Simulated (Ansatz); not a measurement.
# Tc of Rb (Im-3m) from its phonons, part 2 of 2

Aim: the phonon-mediated transition temperature of Rb (Im-3m) at ambient pressure, over a range of μ*. The cell shown first is a relaxed one, from steps not shown here.

Ansatz 0.2.0; DFT PBE, scalar-relativistic, plane waves, PAW.

So far, log mean phonon energy ħω_log (meV): step 2 (electron–phonon run: q 2×2×2, k 6×6×6, scattering 8×8×8) 2.62.

## Step 3: Resistivity: q 2×2×2, k 8×8×8, scattering 12×12×12

The next rung changes the k mesh of the density and its response; the scattering mesh, which samples the Fermi surface.

Input file input.yaml:

```yaml
crystal:
  lattice:
    - [-2.8361827509, 2.8361827509, 2.8361827509]
    - [2.8361827509, -2.8361827509, 2.8361827509]
    - [2.8361827509, 2.8361827509, -2.8361827509]
  atoms:
    - { symbol: Rb, position: [0.0, 0.0, 0.0] }
kpoints:
  mp_grid: { grid: [8, 8, 8] }
hamiltonian:
  xc: pbe
scf:
  occupations: { method: methfessel_paxton, width: 0.2 }
output:
  eigenvalues: true
phonons:
  method: dfpt
  qmesh: [2, 2, 2]
  temperatures: { t_max: 1000, t_step: 50 }
  qpath:
    path:
      - [[0.0, 0.0, 0.0], [0.5, -0.5, 0.5], [0.0, 0.0, 0.5], [0.0, 0.0, 0.0], [0.25, 0.25, 0.25], [0.5, -0.5, 0.5]]
      - [[0.25, 0.25, 0.25], [0.0, 0.0, 0.5]]
    npoints: 10
  electrical_resistivity:
    mesh: [12, 12, 12]
    temperatures: [20.0, 50.0, 80.0, 100.0, 150.0, 200.0, 273.0, 300.0, 400.0, 500.0, 600.0, 800.0]
  superconductivity: { mesh: [12, 12, 12] }
```

Run with:

```sh
$ ansatz run input.yaml --threads 4 --pin off --max-ram 10240MiB --backend cpu --events-out ev --progress --plain --runs-dir out
```

Numbers of over 12 decimals in the logs are rounded to 6 here.

Log:

```text
[...]
Crystal: 1 atoms, lattice volume = 91.256 Å³
Basis set: ecut = 420 eV, 1745 PW (Γ), exchange–correlation on 72×72×72 points (8 copies of the dense FFT grid, shifted against one another)
Bands: 9, of which v1, the nominal top of the filled ones, is band 5 counted from 1 (4 counted from 0)
Symmetry: 48 space group operations
k-points: 29 of 512
[...]
SCF iter   1: F=—  HF=-3267.344260 eV  |F-HF|=—  |Δ(HF+E_count)|=         —  Δρ=1.27e-4  dr2=6.61e-6  ethr=1.77e-3  ⟨swp⟩=7.1  Hψ=2068  notcnv=0
[...]
SCF iter   9: F=-3267.344862 eV  HF=-3267.344862 eV  |F-HF|=1.36e-12  |Δ(HF+E_count)|=  7.73e-12  S|Δr|=    0.00e0  Δρ=5.73e-8  dr2=3.47e-12  ethr=1.00e-12  ⟨swp⟩=6.2  Hψ=1077  notcnv=0
SCF 1 converged in 9 iterations: F = -3267.344862 eV  dr2 = 3.47e-12
[...]
NSCF: frozen V_eff on 29 k-points
[...]
SCF iter   1: F=—  HF=-3267.344260 eV  |F-HF|=—  |Δ(HF+E_count)|=         —  Δρ=1.27e-4  dr2=6.61e-6  ethr=1.77e-3  ⟨swp⟩=7.1  Hψ=2068  notcnv=0
[...]
SCF iter   9: F=-3267.344862 eV  HF=-3267.344862 eV  |F-HF|=2.73e-12  |Δ(HF+E_count)|=  7.73e-12  S|Δr|=    0.00e0  Δρ=5.87e-8  dr2=3.54e-12  ethr=1.00e-12  ⟨swp⟩=2.1  Hψ=511  notcnv=0
SCF 2 converged in 9 iterations: F = -3267.344862 eV  dr2 = 3.54e-12
[...]
SCF converged after 9 iterations
[...]
Free energy (F): -3267.344862 eV
[...]
Internal energy: -3267.340595 eV  (E = F + TS)
E sigma→0 (E₀):  -3267.343795 eV
Entropy (-TS):   -0.004267 eV (-4.267 meV/atom)
Fermi energy:    1.948333 eV
[...]
--- Band table (eV; the first three rows and the last of 29) ---
[...]
ASR residual: 1.271e-4 → 0.000e0 eV/Å²; symmetrization residual: 3.330e-16 eV/Å²
  ASR residual per site (eV/Å²): 1.27e-4
  Γ frequencies (cm⁻¹): 0.00 0.00 0.00
--- Phonons (arbitrary-q DFPT): 3 irreducible q on the 2×2×2 mesh ---
[...]
interpolated dispersion: 62 rows × 3 modes
[...]
--- Electrical resistivity: potentials and phonons of a 2×2×2 supercell ---
[...]
at the Fermi level of each mesh (of a tensor a third of its trace):
[...]
12×12×12                     0.4648              3.7170    0.2033    0.1970           2.889
          6×6×6                     0.4579              3.6538    0.2101    0.2110           2.853
          3×3×3                     0.3689              2.9464    0.2466    0.2424           2.474
  resistivity on the deck's mesh, µΩ·cm:
[...]
20.00     7.8162e-1              no     7.8162e-1     7.8162e-1     7.8162e-1       8.8059e-1         7.8235e-1
     50.00      2.5941e0              no      2.5941e0      2.5941e0      2.5941e0        2.7326e0          2.7277e0
     80.00      4.2957e0              no      4.2957e0      4.2957e0      4.2957e0        4.5029e0          4.5452e0
    100.00      5.4119e0              no      5.4119e0      5.4119e0      5.4119e0        5.6677e0          5.7344e0
    150.00      8.1794e0              no      8.1794e0      8.1794e0      8.1794e0        8.5592e0          8.6800e0
    200.00      1.0933e1              no      1.0933e1      1.0933e1      1.0933e1        1.1438e1          1.1609e1
    273.00      1.4941e1              no      1.4941e1      1.4941e1      1.4941e1        1.5629e1          1.5875e1
    300.00      1.6421e1              no      1.6421e1      1.6421e1      1.6421e1        1.7177e1          1.7451e1
    400.00      2.1901e1              no      2.1901e1      2.1901e1      2.1901e1        2.2909e1          2.3290e1
    500.00      2.7381e1              no      2.7381e1      2.7381e1      2.7381e1        2.8644e1          2.9138e1
    600.00      3.2865e1              no      3.2865e1      3.2865e1      3.2865e1        3.4386e1          3.5005e1
    800.00      4.3846e1              no      4.3846e1      4.3846e1      4.3846e1        4.5895e1          4.6813e1
[...]
vibrations of 8 cells: unjudged by the run; compare a larger repeat
[...]
--- Superconductivity: potentials and phonons of a 2×2×2 supercell ---
           mesh         λ    ħω_log (meV)  μ* declared at (meV)
       12×12×12    0.2033           2.889                3.751
          6×6×6    0.2101           2.853                3.784
          3×3×3    0.2466           2.474                3.816
  λ by the species' shares of the modes' patterns: Rb 0.2033
[...]
0.08      0.000         0.000    none_found    none_found    none_found    none_found     none_found
      0.10      0.000         0.000    none_found    none_found    none_found    none_found     none_found
      0.12      0.000         0.000    none_found    none_found    none_found    none_found     none_found
      0.13      0.000         0.000    none_found    none_found    none_found    none_found     none_found
      0.14      0.000         0.000    none_found    none_found    none_found    none_found     none_found
      0.16      0.000         0.000    none_found    none_found    none_found    none_found     none_found
      0.20          -             -    none_found    none_found    none_found    none_found     none_found
  none_found: no transition down to 0.1 K
[...]
vibrations of 8 cells: unjudged by the run; compare a larger repeat
[...]
```

It took 14 s on 4 threads of Intel Xeon Platinum 8559C (Emerald Rapids), shared host; peak memory 0.75 GiB; 47 s of CPU time.

This step gave:

| Quantity | Value |
| --- | --- |
| zero point energy | 0.005607 eV/cell |
| highest frequency, solved or plainly interpolated | 47.24 cm⁻¹ |
| Debye temperature (second moment) | 60 K |
| resistivity at 300 K | 16.42 μΩ cm |
| coupling constant λ | 0.2033 |
| density of states at the Fermi level | 0.4648 states/eV a spin and cell |
| log mean phonon energy ħω_log | 2.889 meV |
| transport coupling constant λ_tr | 0.197, 0.197, 0.197 (xx, yy, zz) |
| Drude plasma energy | 3.717, 3.717, 3.717 eV (xx, yy, zz) |
| resistivity times mean free path | 25.64, 25.64, 25.64 × 10⁻¹⁶ Ω m² (xx, yy, zz) |
| second-moment phonon energy ħω₂ | 3.751 meV |
| coupling λ by branch | 0.0778, 0.0301, 0.0955 (branches by rank of frequency) |

An empty cell: under 1 mK by a formula, or no transition down to the floor of the Eliashberg search. Transition temperatures:

```tsv
μ*	McMillan Tc (K)	Allen–Dynes Tc (K)
0.08	-	-
0.1	-	-
0.12	-	-
0.13	-	-
0.14	-	-
0.16	-	-
0.2	-	-
```

Between step 2 and this run (k-mesh 8×8×8 and scattering mesh 12×12×12) the value for the log mean phonon energy ħω_log moves from 2.62 meV to 2.89 meV (+10 %).

## Step 4: Resistivity: q 3×3×3, k 9×9×9, scattering 12×12×12

The next rung changes the q mesh, which sets the reach of the force constants and couplings; the k mesh of the density and its response.

Changes to input.yaml since step 3:

```diff
@@ -8,3 +8,3 @@
 kpoints:
-  mp_grid: { grid: [8, 8, 8] }
+  mp_grid: { grid: [9, 9, 9] }
 hamiltonian:
@@ -17,3 +17,3 @@
   method: dfpt
-  qmesh: [2, 2, 2]
+  qmesh: [3, 3, 3]
   temperatures: { t_max: 1000, t_step: 50 }
```

Log:

```text
[...]
Crystal: 1 atoms, lattice volume = 91.256 Å³
Basis set: ecut = 420 eV, 1745 PW (Γ), exchange–correlation on 72×72×72 points (8 copies of the dense FFT grid, shifted against one another)
Bands: 9, of which v1, the nominal top of the filled ones, is band 5 counted from 1 (4 counted from 0)
Symmetry: 48 space group operations
k-points: 35 of 729
[...]
SCF iter   1: F=—  HF=-3267.351508 eV  |F-HF|=—  |Δ(HF+E_count)|=         —  Δρ=1.34e-4  dr2=8.31e-6  ethr=1.77e-3  ⟨swp⟩=7.2  Hψ=2537  notcnv=0
[...]
SCF iter   9: F=-3267.352184 eV  HF=-3267.352184 eV  |F-HF|=4.55e-13  |Δ(HF+E_count)|=  9.09e-13  S|Δr|=    0.00e0  Δρ=6.40e-8  dr2=4.58e-12  ethr=1.00e-12  ⟨swp⟩=5.9  Hψ=1232  notcnv=0
SCF 1 converged in 9 iterations: F = -3267.352184 eV  dr2 = 4.58e-12
[...]
SCF iter   1: F=—  HF=-3267.351508 eV  |F-HF|=—  |Δ(HF+E_count)|=         —  Δρ=1.34e-4  dr2=8.31e-6  ethr=1.77e-3  ⟨swp⟩=7.2  Hψ=2537  notcnv=0
[...]
SCF iter   9: F=-3267.352184 eV  HF=-3267.352184 eV  |F-HF|=1.82e-12  |Δ(HF+E_count)|=  9.09e-13  S|Δr|=    0.00e0  Δρ=6.50e-8  dr2=4.63e-12  ethr=1.00e-12  ⟨swp⟩=2.0  Hψ=613  notcnv=0
SCF 2 converged in 9 iterations: F = -3267.352184 eV  dr2 = 4.63e-12
[...]
SCF converged after 9 iterations
[...]
Free energy (F): -3267.352184 eV
[...]
Internal energy: -3267.353698 eV  (E = F + TS)
E sigma→0 (E₀):  -3267.352562 eV
Entropy (-TS):   0.001514 eV (1.514 meV/atom)
Fermi energy:    1.942045 eV
[...]
--- Band table (eV; the first three rows and the last of 35) ---
[...]
ASR residual: 1.590e-4 → 0.000e0 eV/Å²; symmetrization residual: 6.477e-16 eV/Å²
  ASR residual per site (eV/Å²): 1.59e-4
  Γ frequencies (cm⁻¹): 0.00 0.00 0.00
--- Phonons (arbitrary-q DFPT): 4 irreducible q on the 3×3×3 mesh ---
[...]
interpolated dispersion: 62 rows × 3 modes
[...]
--- Electrical resistivity: potentials and phonons of a 3×3×3 supercell ---
[...]
at the Fermi level of each mesh (of a tensor a third of its trace):
[...]
12×12×12                     0.4648              3.7170    0.1913    0.1952           3.022
          6×6×6                     0.4579              3.6537    0.1961    0.2041           3.042
          3×3×3                     0.3690              2.9464    0.2220    0.2220           2.836
  resistivity on the deck's mesh, µΩ·cm:
[...]
20.00     7.5806e-1              no     7.5806e-1     7.5806e-1     7.5806e-1       8.5444e-1         7.2086e-1
     50.00      2.5673e0              no      2.5673e0      2.5673e0      2.5673e0        2.6975e0          2.5588e0
     80.00      4.2607e0              no      4.2607e0      4.2607e0      4.2607e0        4.4549e0          4.2732e0
    100.00      5.3703e0              no      5.3703e0      5.3703e0      5.3703e0        5.6102e0          5.3939e0
    150.00      8.1202e0              no      8.1202e0      8.1202e0      8.1202e0        8.4764e0          8.1683e0
    200.00      1.0855e1              no      1.0855e1      1.0855e1      1.0855e1        1.1328e1          1.0926e1
    273.00      1.4833e1              no      1.4833e1      1.4833e1      1.4833e1        1.5478e1          1.4941e1
    300.00      1.6302e1              no      1.6302e1      1.6302e1      1.6302e1        1.7010e1          1.6423e1
    400.00      2.1735e1              no      2.1735e1      2.1735e1      2.1735e1        2.2678e1          2.1914e1
    500.00      2.7162e1              no      2.7162e1      2.7162e1      2.7162e1        2.8343e1          2.7410e1
    600.00      3.2587e1              no      3.2587e1      3.2587e1      3.2587e1        3.4008e1          3.2919e1
    800.00      4.3428e1              no      4.3428e1      4.3428e1      4.3428e1        4.5348e1          4.3996e1
[...]
vibrations of 27 cells: unjudged by the run; compare a larger repeat
[...]
--- Superconductivity: potentials and phonons of a 3×3×3 supercell ---
           mesh         λ    ħω_log (meV)  μ* declared at (meV)
       12×12×12    0.1913           3.022                3.851
          6×6×6    0.1961           3.042                3.902
          3×3×3    0.2220           2.836                4.021
  λ by the species' shares of the modes' patterns: Rb 0.1913
[...]
0.08      0.000         0.000    none_found    none_found    none_found    none_found     none_found
      0.10      0.000         0.000    none_found    none_found    none_found    none_found     none_found
      0.12      0.000         0.000    none_found    none_found    none_found    none_found     none_found
      0.13      0.000         0.000    none_found    none_found    none_found    none_found     none_found
      0.14      0.000         0.000    none_found    none_found    none_found    none_found     none_found
      0.16      0.000         0.000    none_found    none_found    none_found    none_found     none_found
      0.20          -             -    none_found    none_found    none_found    none_found     none_found
  none_found: no transition down to 0.1 K
[...]
vibrations of 27 cells: unjudged by the run; compare a larger repeat
[...]
```

Wall time 56 s (4 threads); peak memory 3.2 GiB.

This step gave:

```
zero point energy                                 : 0.005690 eV/cell
highest frequency, solved or plainly interpolated : 48.1 cm⁻¹
Debye temperature (second moment)                 : 61 K
resistivity at 300 K                              : 16.3 μΩ cm
coupling constant λ                               : 0.1913
log mean phonon energy ħω_log                     : 3.022 meV
transport coupling constant λ_tr                  : 0.1952, 0.1952, 0.1952 (xx, yy, zz)
second-moment phonon energy ħω₂                   : 3.851 meV
coupling λ by branch                              : 0.0744, 0.0322, 0.0847 (branches by rank of frequency)
```

An empty cell: under 1 mK by a formula, or no transition down to the floor of the Eliashberg search. Transition temperatures:

```tsv
μ*	McMillan Tc (K)	Allen–Dynes Tc (K)
0.08	-	-
0.1	-	-
0.12	-	-
0.13	-	-
0.14	-	-
0.16	-	-
0.2	-	-
```

The Eliashberg function α²F has structure finer than the step of the table below, so its rows give means over 0.5 meV, whole bins alone (the curve runs from 0.023 to 5.95 meV). Peaks (meV: height): α²F 5.53: 0.288; α²F tr 2.40: 0.0684, 5.53: 0.223.

The Eliashberg function α²F by phonon energy; means over each step:

```tsv
phonon energy (meV)	α²F	α²F tr
0.5	0.00112	6.6e-4
1.0	0.0104	0.0134
1.5	0.0344	0.0491
2.0	0.0424	0.0574
2.5	0.0438	0.0555
3.0	0.0384	0.0399
3.5	0.0471	0.0499
4.0	0.0635	0.0606
4.5	0.0687	0.0544
5.0	0.0934	0.0647
5.5	0.199	0.145
```

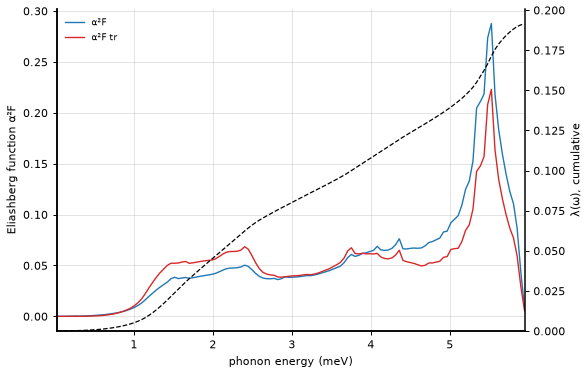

Eliashberg function α²F, plotted against phonon energy. The dashed line is the running λ.

## Step 5: Summary of results

* meshes: q 3×3×3, k 9×9×9, scattering 12×12×12
* coupling constant λ: 0.191
* log mean phonon energy ħω_log: 3.02 meV

In the last run (PBE, q 3×3×3, k 9×9×9, scattering 12×12×12), with λ = 0.19 and ħω_log = 3.02 meV, Tc at μ* = 0.13 is under 1 mK by the formulas. Wikipedia's list of superconducting elements holds no transition of Rb at normal pressure, in line with the calculation. In that run Allen and Dynes's formula gives no transition above 0.05 K at μ* = 0.10 or more. By the run's own test λ is not converged in the fine mesh: it moves by 3 % between the two finest, and by up to 30 % in the other runs. The run's transport test calls it not converged in the mesh; ρ(300 K) moves by 9 % in the component that moves most. Over the runs, λ takes the values 0.213, 0.203 and 0.191, in the order shown. μ* is a typed number, phonons are harmonic, and spin fluctuations are left out; with λ this near or under μ*(1 + 0.62 λ), the formulas give Tc only to its order of magnitude, or none.

[Logs are printed without paths, hosts, clocks, repeated set-up lines and the standing remarks that a program may print on its own settings, such as how far it seeks lower states.]

[Hosts, paths, dates, database ids (printed as entryN), source tags and the programs' standing remarks are cut or masked in the printed files.]
